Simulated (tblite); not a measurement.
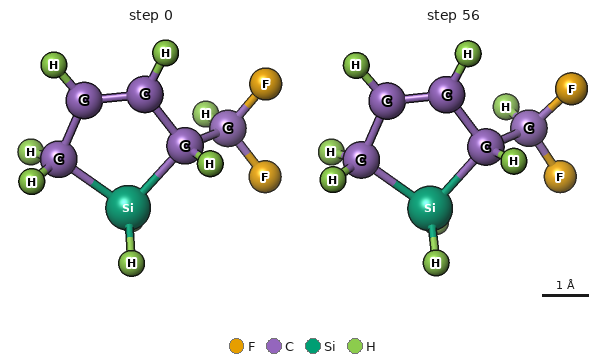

The structure of C$_{5}$H$_{8}$F$_{2}$Si before (left) and after (right) a relaxation, at one scale.

The picture is a ball-and-stick view, seen at a tilt.

These are results of GFN2-xTB geometry optimisation, gas phase in tblite, not measurements. 

### Describe what moved and what it gained.

Over 56 geometry steps the energy falls by 13.1 kJ/mol. The largest moves after the best rigid fit, 0.20 Å, are those of F and H atoms. By element the largest moves are H 0.20 Å, F 0.20 Å, C 0.06 Å, Si 0.02 Å. Near-neighbour distances that change, for instance: H–Si 1.496 → 1.462 Å, C–C 1.349 → 1.321 Å, C–Si 1.939 → 1.920 Å, C–F 1.380 → 1.361 Å. Among the angles between lasting bonds that change: Si–C–H 107.2° → 112.7°, C–C–H 110.8° → 106.6°, C–C–C 113.6° → 110.5°. Cost: 0.37 s on 1 thread of Arm Neoverse V1, with other jobs on the host.
